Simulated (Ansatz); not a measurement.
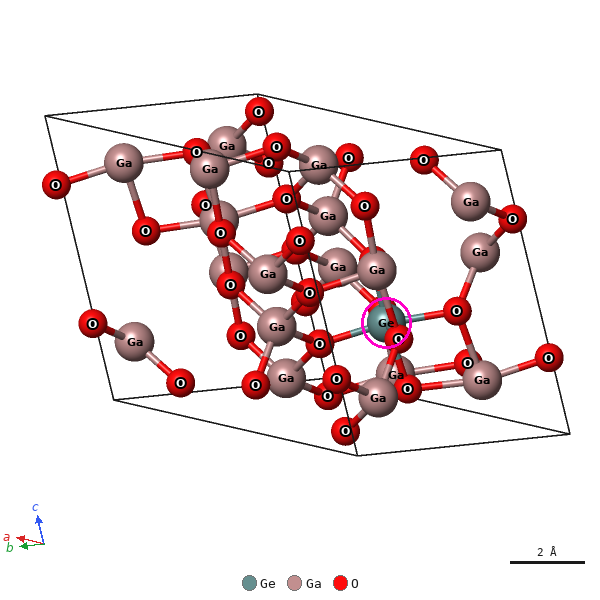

View from a general direction, drawn as a ball-and-stick model. The wireframe shows the supercell. The host is Ga₂O₃, in a cell of 40 sites, and the cell is neutral. A ring marks the defect's site.

What imperfection does the supercell contain?

Answer. Germanium on a gallium site (a substitutional impurity). It is bonded to six O in a distorted octahedral arrangement at about 1.9 to 2.0 Å.

Calculation details: DFT LDA, scalar-relativistic, plane waves, PAW (Ansatz); a basis cut at 420 eV, Brillouin-zone sampling on a 2×2×2 mesh, Gaussian smearing of 0.01 eV, collinear spins.

Is there a net spin in the supercell?

Answer. No net moment.

The atoms were relaxed in the host's cell with DFT LDA, scalar-relativistic, plane waves, PAW (Ansatz).
